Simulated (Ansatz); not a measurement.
# Run report: C$_{3}$H$_{8}$O$_{2}$, frequency calculation

- system: C$_{3}$H$_{8}$O$_{2}$, SMILES CC(O)CO
- method: HF/STO-3G, RHF (Ansatz 0.2.0)

The geometry was optimised with HF/STO-3G. Figures and captions count atoms from 1; the log counts them from 0 in places.

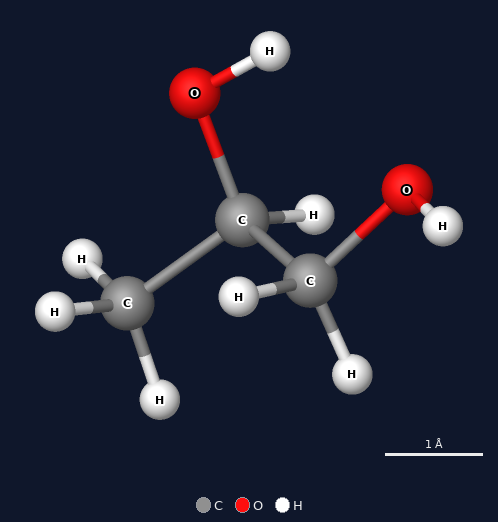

The structure (ball-and-stick view, seen at a tilt).

Summary

```tsv
quantity	value
outcome	converged
total energy	−264.545024 hartree
basis functions	33
largest force	0.001 eV/Å
zero-point energy	0.133334 hartree
dipole moment	2.27 D
wavenumbers, lowest and highest	112 and 4243 cm⁻¹
hardware	1 thread of Arm Neoverse V2, 24 GiB of memory available, shared host
wall time	44 s
peak memory	0.082 GiB
```

Input
```yaml
basis:
  gaussian:
    orbitals: STO-3G
crystal:
  periodic: [false, false, false]
  atoms:
    - {symbol: C, position_ang: [-1.463783, 0.488338, 0.628567]}
    - {symbol: C, position_ang: [-0.116372, 0.542857, -0.123311]}
    - {symbol: O, position_ang: [0.791578, 1.350271, 0.639857]}
    - {symbol: C, position_ang: [0.479912, -0.878341, -0.343364]}
    - {symbol: O, position_ang: [1.769233, -0.686326, -0.943956]}
    - {symbol: H, position_ang: [-1.853440, 1.492626, 0.761583]}
    - {symbol: H, position_ang: [-1.333076, 0.037373, 1.607353]}
    - {symbol: H, position_ang: [-2.187896, -0.094665, 0.067736]}
    - {symbol: H, position_ang: [-0.280271, 0.988403, -1.114742]}
    - {symbol: H, position_ang: [1.656130, 1.214035, 0.175647]}
    - {symbol: H, position_ang: [0.561639, -1.394352, 0.620414]}
    - {symbol: H, position_ang: [-0.185068, -1.466711, -0.986485]}
    - {symbol: H, position_ang: [2.161413, -1.593539, -0.989278]}
hamiltonian:
  xc: hf
phonons:
  temperatures: {t_min: 298.15, t_max: 298.15, t_step: 1}
```

Launched with:
```bash
ansatz run run.yaml --threads 1 --pin off --max-ram 3480MiB --events-out events.jsonl --progress --plain --runs-dir runs
```

The program's output
```
Functional definition: HF
  name "HF"
  exchange = exact_x
  correlation = 0
510 factors; integrals over basis functions are off by at most 1.4e-5 eV
mean field evaluation 1: about -7195.3854 eV, gradient 2.9e1 eV
mean field evaluation 2: about -7195.6460 eV, gradient 2.9e1 eV
mean field evaluation 4: about -7198.6274 eV, gradient 1.6e0 eV
mean field evaluation 8: about -7198.6368 eV, gradient 1.2e-5 eV
mean field -7198.63682679 eV, -264.5450239733 hartree, gradient 6.4e-5 eV, S^2 0.000000; 0 other end points of the search recorded, 0 dependent functions left out
the calculation of the forces begins
reference -7198.63682679 eV, -264.5450239733 hartree; 21, 21 occupied and 12, 12 virtual orbitals, 510 factors
these checks for a lower state are left out or cut short: stability, starts, cluster_reference, orbital_swaps, neighbouring_geometries, increment
510 factors; integrals over basis functions are off by at most 1.4e-5 eV
mean field evaluation 16: about -7198.6366 eV, gradient 1.5e-6 eV
mean field -7198.63659864 eV, -264.5450155888 hartree, gradient 1.5e-6 eV, S^2 0.000000; 0 other end points of the search recorded, 0 dependent functions left out
[... from here on the field's lines of each further geometry are left out, up to the last ...]
the calculation of the forces begins
reference -7198.63682066 eV, -264.5450237478 hartree; 21, 21 occupied and 12, 12 virtual orbitals, 510 factors
these checks for a lower state are left out or cut short: stability, starts, cluster_reference, orbital_swaps, neighbouring_geometries, increment
510 factors; integrals over basis functions are off by at most 1.4e-5 eV
mean field -7198.63682047 eV, -264.5450237411 hartree, gradient 1.5e-6 eV, S^2 0.000000; 0 other end points of the search recorded, 0 dependent functions left out
the calculation of the forces begins
reference -7198.63682047 eV, -264.5450237411 hartree; 21, 21 occupied and 12, 12 virtual orbitals, 510 factors
Total energy: -7198.63682679 eV, -264.5450239733 hartree
Atom 0 at    -1.463783     0.488338     0.628567 Å, force     0.000066     0.000008     0.000222 eV/Å
Atom 1 at    -0.116372     0.542857    -0.123311 Å, force     0.000057    -0.000061    -0.000554 eV/Å
Atom 2 at     0.791578     1.350271     0.639857 Å, force     0.000427    -0.000003    -0.000025 eV/Å
Atom 3 at     0.479912    -0.878341    -0.343364 Å, force     0.000175    -0.000121     0.000271 eV/Å
Atom 4 at     1.769233    -0.686326    -0.943956 Å, force    -0.000235    -0.000172     0.000179 eV/Å
Atom 5 at    -1.853440     1.492626     0.761583 Å, force    -0.000129    -0.000078     0.000063 eV/Å
Atom 6 at    -1.333076     0.037373     1.607353 Å, force    -0.000063    -0.000030    -0.000071 eV/Å
Atom 7 at    -2.187896    -0.094665     0.067736 Å, force     0.000089    -0.000000    -0.000052 eV/Å
Atom 8 at    -0.280271     0.988403    -1.114742 Å, force     0.000075     0.000039     0.000093 eV/Å
Atom 9 at     1.656130     1.214035     0.175647 Å, force    -0.000302     0.000060     0.000105 eV/Å
Atom 10 at     0.561639    -1.394352     0.620414 Å, force     0.000060     0.000203    -0.000175 eV/Å
Atom 11 at    -0.185068    -1.466711    -0.986485 Å, force    -0.000066    -0.000035    -0.000089 eV/Å
Atom 12 at     2.161413    -1.593539    -0.989278 Å, force    -0.000153     0.000191     0.000033 eV/Å
Dipole moment:    -0.040062    -0.447274    -0.150191 e Å
Vibrations: 111.70 210.61 244.53 331.71 377.65 443.75 518.45 551.62 980.23 1098.14 1132.93 1257.89 1306.78 1331.81 1387.67 1435.64 1509.63 1565.26 1644.46 1703.56 1761.14 1789.78 1822.05 1827.47 1831.29 3546.03 3572.57 3576.24 3663.40 3757.49 3760.04 4232.20 4242.97 cm⁻¹, zero-point energy 3.628192 eV
```

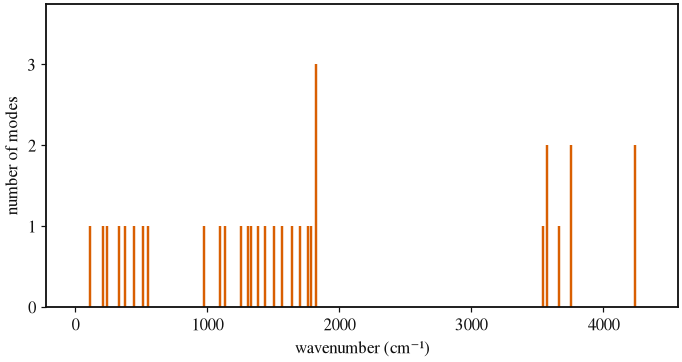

Harmonic vibrational wavenumbers from the force constants; neighbouring modes closer than 19 cm⁻¹ are counted in one stick. 33 modes from 112 to 4243 cm⁻¹, none imaginary.

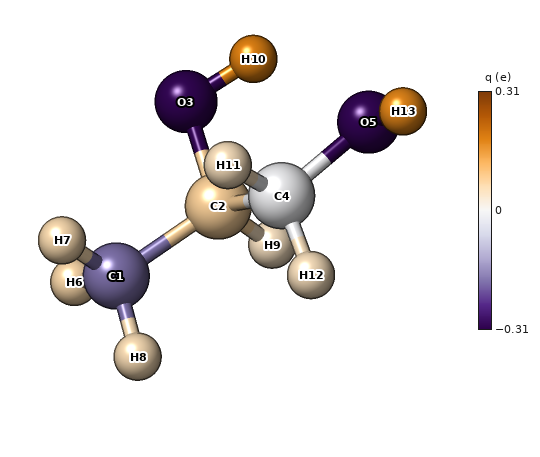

Mulliken charges, as the colour of each atom (ball-and-stick view, seen at a tilt; atoms are numbered from 1 in the order of the input; Mulliken charges depend strongly on the basis). By element: C −0.19 to +0.08, O −0.30 and H +0.05 to +0.19 e.
